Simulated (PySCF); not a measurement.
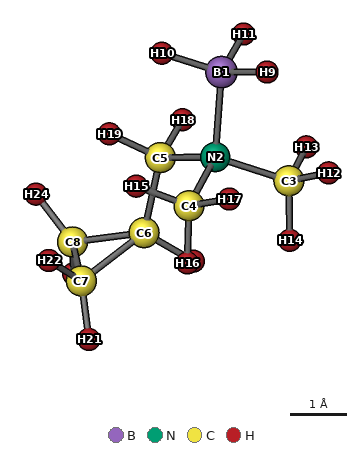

C6H16BN, before the relaxation. The picture is a ball-and-stick view, seen from a free direction.

The start comes from GFN2-xTB. Its atoms were then displaced at random by about 0.01 Å.

Theory: PySCF 2.14.0, density-fitted response routines, PBE0-D3(BJ)/def2-SVP geometry optimisation, gas phase.

```xyz
24

B    -2.2765    0.2026   -1.0160
N    -1.0091   -0.1753   -0.0728
C    -1.4219   -0.0557    1.3196
C    -0.5876   -1.5483   -0.3544
C     0.0891    0.7479   -0.4072
C     1.3920    0.5331    0.3320
C     2.4637   -0.3674   -0.2437
C     2.6633    1.1243   -0.2519
H    -3.1677   -0.5327   -0.7201
H    -1.9367    0.1054   -2.1397
H    -2.5874    1.3519   -0.7419
H    -2.2981   -0.6397    1.4916
H    -1.6600    0.9954    1.5454
H    -0.6385   -0.4098    2.0118
H    -0.3422   -1.6507   -1.3968
H     0.2088   -1.8581    0.2904
H    -1.4768   -2.1856   -0.1804
H    -0.2828    1.7697   -0.1852
H     0.2605    0.6753   -1.4701
H     1.2967    0.5648    1.4200
H     3.0347   -0.9609    0.4206
H     2.2641   -0.8686   -1.1981
H     3.3817    1.5602    0.4037
H     2.5665    1.6418   -1.1957
```

**Where does the relaxation end?**

The energy falls by 0.188 eV in 6 geometry steps. H21 moves most after the best rigid fit: 0.11 Å. By element the largest moves are H 0.11 Å, C 0.06 Å, B 0.04 Å, N 0.01 Å. Among the contacts that change: B1–H10 1.178 → 1.227 Å, C7–H21 1.058 → 1.093 Å, B1–H9 1.193 → 1.226 Å, C3–H12 1.067 → 1.097 Å. Among the angles between lasting bonds that change: H9–B1–H11 109.5° → 112.9°, H15–C4–H16 112.7° → 110.0°, N2–B1–H10 108.0° → 105.8°. The run took 5.6 min on 1 thread of Intel(R) Xeon(R) Processor @ 2.50GHz, with other jobs on the host.

Final geometry:

```xyz
24

B    -2.2963    0.2357   -1.0050
N    -1.0064   -0.1771   -0.0776
C    -1.3953   -0.0712    1.3373
C    -0.6340   -1.5675   -0.3850
C     0.0995    0.7648   -0.3976
C     1.3949    0.5566    0.3367
C     2.4557   -0.3682   -0.1940
C     2.6479    1.1136   -0.2757
H    -3.1832   -0.5593   -0.7141
H    -1.9206    0.1252   -2.1674
H    -2.5734    1.3908   -0.7014
H    -2.2793   -0.6993    1.5013
H    -1.6643    0.9696    1.5555
H    -0.5803   -0.3979    2.0010
H    -0.3459   -1.6319   -1.4415
H     0.1962   -1.9060    0.2521
H    -1.5143   -2.2023   -0.2279
H    -0.2997    1.7713   -0.2052
H     0.2573    0.6941   -1.4840
H     1.3369    0.6463    1.4266
H     3.0528   -0.9353    0.5249
H     2.2454   -0.9037   -1.1239
H     3.3782    1.5862    0.3853
H     2.5639    1.5852   -1.2592
```

The end point in the same view:

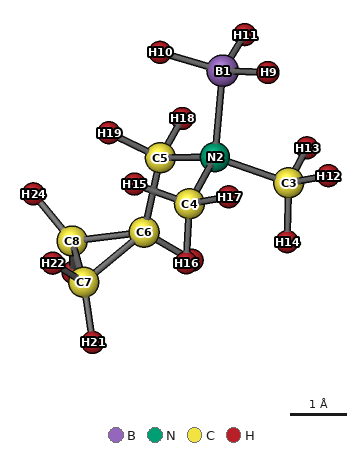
